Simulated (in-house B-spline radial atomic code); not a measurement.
# P⁴⁺: RPA and GW calculation

- system: P⁴⁺, configuration [Ne] 3s1.
- method: RPA, second-order and SOSEX correlation energies and G0W0 (contour deformation) on a scalar-relativistic (spin-free one-electron X2C) mean field, all electrons, B-spline basis (in-house B-spline radial atomic code)

### The input
```
Z = 15
electrons = 11.0
configuration = [Ne] 3s1
hamiltonian = x2c
method = oep
lmax = 9
rms_radius = 3.1889
spin_polarised = True
box_radius = 11.96
intervals = 102
ion_configuration = [He] 2s2 2p6
```

Hardware: 1 thread of Arm Neoverse N1, 98 GiB of memory available, shared host.

The run was one of a batch that the task file lists, launched with:
```bash
python <driver script> task.json out
```

The program writes its results to a structured record and prints no log; tables and figures of this report are taken from that record.

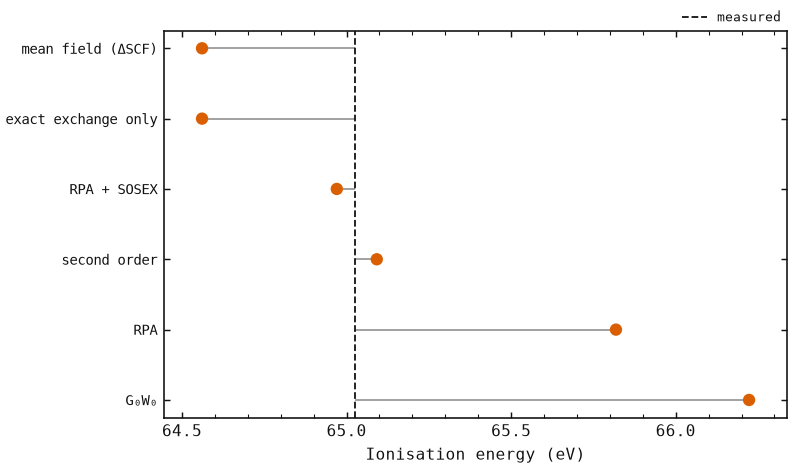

Fig. 1: Ionisation energy of P⁴⁺ ([Ne] 3s → [He] 2s² 2p⁶). All-electron spherical atom, scalar X2C, exchange-only OEP start, no spin-orbit coupling, Breit or QED terms; computed with a B-spline radial code. Differences of total energies, each species on its own start, beside the G₀W₀ level.

```tsv
Method	Ionisation energy (eV)
mean field (ΔSCF)	64.56
exact exchange only	64.56
second order	65.09
RPA	65.82
RPA + SOSEX	64.97
G₀W₀	66.22
```

The values run from 64.56 eV (mean field (ΔSCF) and exact exchange only) to 66.22 eV (G₀W₀). The measured value is 65.03 eV; nearest to it come RPA + SOSEX (−0.05) and second order (+0.07), furthest G₀W₀ (+1.20 eV).

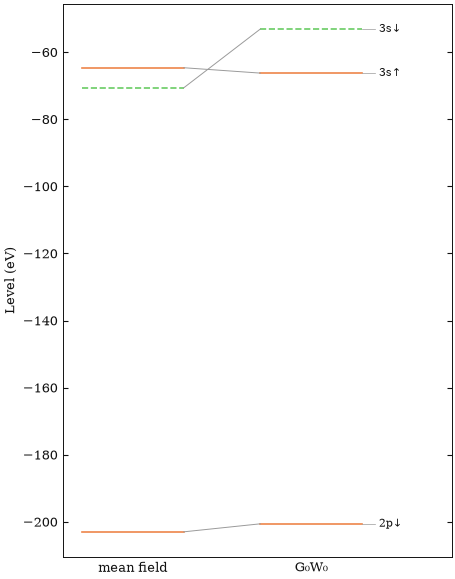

Fig. 2: Mean-field and G₀W₀ levels (solid occupied, dashed empty) for P⁴⁺ ([Ne] 3s). The quasi-particle equation is solved at full frequency; levels of low quasi-particle weight Z are left out. Σ columns are in eV, and Σc holds an estimate for the angular momenta beyond the basis. G₀W₀ moves the highest occupied level, 3s↑, from −64.62 to −66.22 eV (renormalisation factor Z = 0.96); the measured removal energy is 65.03 eV, so the error is +1.20 eV. The empty level 3s↓ goes from −70.61 to −53.10 eV.

```tsv
Level	Mean field (eV)	Σx − vxc (eV)	Σc (eV)	Z	G₀W₀ (eV)
3s↓	−70.61	22.21	−4.70	0.70	−53.10
3s↑	−64.62	0.00	−1.60	0.96	−66.22
2p↓	−202.97	0.00	2.39	0.96	−200.59
```

### Key numbers

- outcome: converged
- mean-field total energy: −337.54980 hartree
- total energy with exact exchange alone: −337.54980 hartree
- exact exchange energy: −21.41831 hartree
- RPA correlation, extrapolated in the angular momentum of the empty orbitals: −0.66170 hartree
- RPA correlation, as summed: −0.65833 hartree
- direct second-order term: −0.73317 hartree
- second-order exchange term: 0.27811 hartree
- SOSEX term: 0.25537 hartree
- wall time: 9.7 s

### Remarks

To bear in mind: empty minority-spin level lies below the highest occupied level: each spin potential is zero at infinity, spin occupations fixed; spin-orbit coupling, Breit and QED terms are absent.
